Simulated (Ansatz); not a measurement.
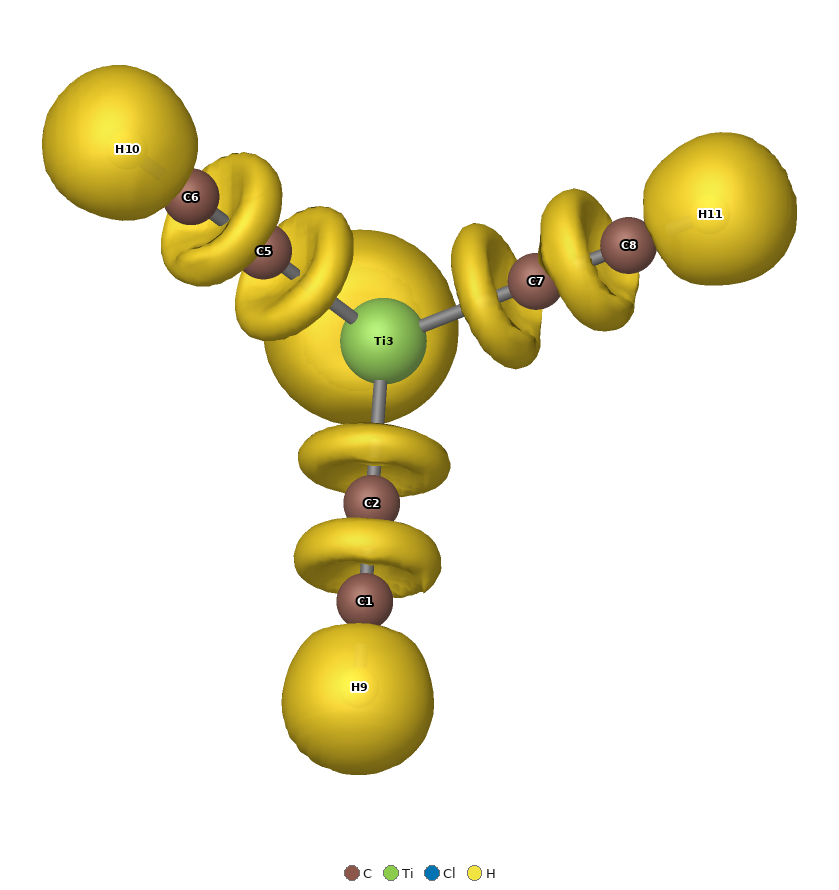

The picture shows: C$_{6}$H$_{3}$ClTi (SMILES C#[C][Ti]([Cl])([C]#C)[C]#C). Isosurface of the electron localisation function at 0.8 (yellow), seen across its widest extent. Core shells and regions of very low density are left out.

Geometry: PBE0-D4/def2-TZVP.

Computed with RKS PBE0-D4/def2-TZVPP in Ansatz 0.2.0.

Input file:

```
crystal:
  periodic: [false, false, false]
  atoms:
    - {symbol: C, position_ang: [-0.834860, 0.250309, 2.906492]}
    - {symbol: C, position_ang: [-0.774617, 0.182027, 1.693864]}
    - {symbol: Ti, position_ang: [-0.650026, 0.066943, -0.301775]}
    - {symbol: Cl, position_ang: [-2.610621, 0.284435, -1.205166]}
    - {symbol: C, position_ang: [0.583603, 1.511063, -0.937387]}
    - {symbol: C, position_ang: [1.339303, 2.386208, -1.313954]}
    - {symbol: C, position_ang: [0.154420, -1.703956, -0.779521]}
    - {symbol: C, position_ang: [0.650291, -2.777707, -1.062257]}
    - {symbol: H, position_ang: [-0.884853, 0.310334, 3.970929]}
    - {symbol: H, position_ang: [2.005172, 3.152959, -1.642345]}
    - {symbol: H, position_ang: [1.087587, -3.719714, -1.308278]}
basis:
  gaussian: {orbitals: def2-TZVPP}
hamiltonian: {xc: pbe0, dispersion: d4}
output: {orbitals: {seedname: orbitals}}
```

Run with:

```sh
ansatz run in.yaml --threads 4 --pin off --events-out ev --progress --plain --max-ram 11315MiB
```

### Describe the localisation domains.

At this value the surface marks out three regions between bonded C–C atoms (shared pairs), three regions around hydrogen nuclei, three lobes of the valence shell of C pointing towards Ti (polar bonds) and one region wrapped around Cl (its valence shell). Profiles from the grid: C–C (1.22 Å): the ELF peaks at about 0.90 between the atoms (a short, multiple covalent bond). C–Ti (2.00 Å): the ELF peaks at about 0.95 in the valence shell of C, 0.7 Å from its nucleus, and is about 0.50 at the midpoint.
